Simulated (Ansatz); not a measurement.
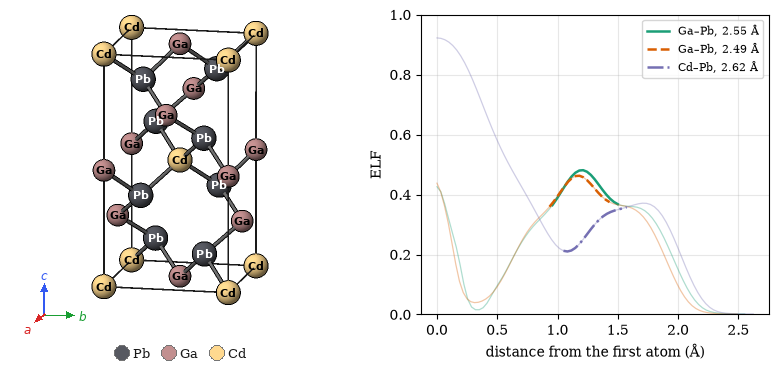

The picture shows: CdGa$_{2}$Pb$_{4}$. ELF along straight lines between neighbouring atoms. Thin, pale parts lie inside the atomic spheres. The structure is drawn too.

Space group I-4; built by placing these elements on a known structure type; not relaxed (largest force 1.7 eV/Å); computed pressure about 12 GPa in this cell.

Level of theory: DFT, PAW plane waves, r2SCAN (Ansatz).

In a PAW calculation such maps are meaningful between the atoms, not at the nuclei.

```yaml
crystal:
  lattice:
    - [-6.03141, 0.00000, 0.00000]
    - [0.00000, 6.03141, 0.00000]
    - [0.00000, 0.00000, -11.26885]
  atoms:
    - { symbol: Pb, position: [0.75000, 0.26000, 0.87000] }
    - { symbol: Pb, position: [0.25000, 0.76000, 0.37000] }
    - { symbol: Pb, position: [0.24000, 0.25000, 0.63000] }
    - { symbol: Pb, position: [0.74000, 0.75000, 0.13000] }
    - { symbol: Pb, position: [0.75000, 0.24000, 0.37000] }
    - { symbol: Pb, position: [0.25000, 0.74000, 0.87000] }
    - { symbol: Pb, position: [0.76000, 0.75000, 0.63000] }
    - { symbol: Pb, position: [0.26000, 0.25000, 0.13000] }
    - { symbol: Ga, position: [0.50000, 0.00000, 0.25000] }
    - { symbol: Ga, position: [0.00000, 0.50000, 0.75000] }
    - { symbol: Ga, position: [0.00000, 0.00000, 0.50000] }
    - { symbol: Ga, position: [0.50000, 0.50000, 0.00000] }
    - { symbol: Cd, position: [0.50000, 0.50000, 0.50000] }
    - { symbol: Cd, position: [0.00000, 0.00000, 0.00000] }
```

### What can be read from the curves?

Ga–Pb (2.55 Å): the ELF is about 0.45 at the midpoint.
Ga–Pb (2.49 Å): the ELF is about 0.45 at the midpoint.
Cd–Pb (2.62 Å): the ELF is about 0.30 at the midpoint.
